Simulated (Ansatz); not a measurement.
Input file:

```
crystal:
  periodic: [false, false, false]
  atoms:
    - {symbol: C, position_ang: [2.267061, 2.196962, 0.868371]}
    - {symbol: O, position_ang: [1.107418, 1.467105, 0.654040]}
    - {symbol: Hf, position_ang: [-0.218696, 0.161789, 0.184192]}
    - {symbol: C, position_ang: [-1.304645, -0.165861, 2.122009]}
    - {symbol: O, position_ang: [-1.564913, 0.998237, -0.899782]}
    - {symbol: C, position_ang: [-2.445301, 1.515276, -1.834299]}
    - {symbol: C, position_ang: [-0.066948, -2.370867, 0.237587]}
    - {symbol: C, position_ang: [-0.346885, -2.001023, -1.088216]}
    - {symbol: C, position_ang: [0.781459, -1.311815, -1.607152]}
    - {symbol: C, position_ang: [1.752790, -1.322242, -0.591965]}
    - {symbol: F, position_ang: [2.970491, -0.795913, -0.703248]}
    - {symbol: C, position_ang: [1.244613, -1.934097, 0.558770]}
    - {symbol: H, position_ang: [2.248547, 3.129395, 0.293025]}
    - {symbol: H, position_ang: [2.364247, 2.454424, 1.928700]}
    - {symbol: H, position_ang: [3.152948, 1.625704, 0.570253]}
    - {symbol: H, position_ang: [-2.192056, -0.798882, 2.012433]}
    - {symbol: H, position_ang: [-0.680543, -0.609303, 2.905017]}
    - {symbol: H, position_ang: [-1.646683, 0.809195, 2.491350]}
    - {symbol: H, position_ang: [-3.443234, 1.632933, -1.397452]}
    - {symbol: H, position_ang: [-2.110218, 2.497778, -2.186094]}
    - {symbol: H, position_ang: [-2.531623, 0.852586, -2.704287]}
    - {symbol: H, position_ang: [-0.731499, -2.893132, 0.908012]}
    - {symbol: H, position_ang: [-1.267910, -2.183540, -1.621514]}
    - {symbol: H, position_ang: [0.900450, -0.901580, -2.598633]}
    - {symbol: H, position_ang: [1.761111, -2.053110, 1.498873]}
basis:
  gaussian: {orbitals: def2-TZVPP}
hamiltonian: {xc: pbe0, dispersion: d4}
output: {orbitals: {seedname: orbitals}}
```

Command:

```sh
ansatz run in.yaml --threads 10 --pin off --events-out ev --progress --plain --max-ram 110592MiB --backend cuda --devices 0, --max-vram 75GiB
```

Geometry: PBE0-D4/def2-TZVP; core potentials replace the inner electrons of Hf.

Level of theory: Ansatz 0.2.0, RKS PBE0-D4/def2-TZVPP.

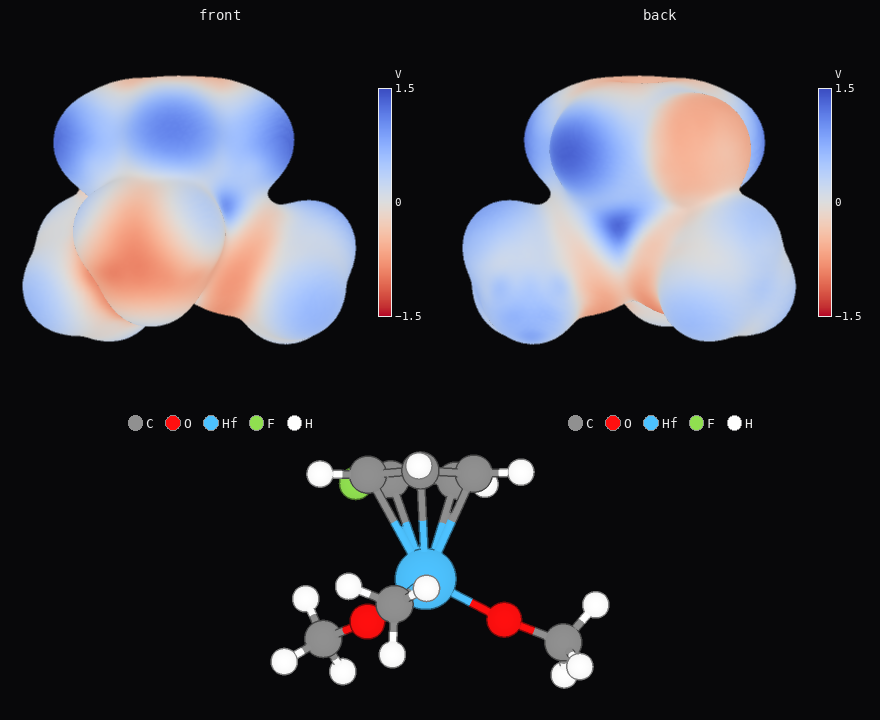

C8H13FHfO2. The electrostatic potential painted on the density surface at 0.002 e/bohr³, seen from the front and from behind; the colour scale runs from red (negative) to blue (positive). The bare structure is drawn below in the same view.

Describe the electrostatic potential map.

The most negative region (about −0.9 V, or −21 kcal/mol for a unit charge) lies over O2 and C4, the most positive (about +1.2 V, or +28 kcal/mol for a unit charge) over Hf3, H23, H24 and H25.
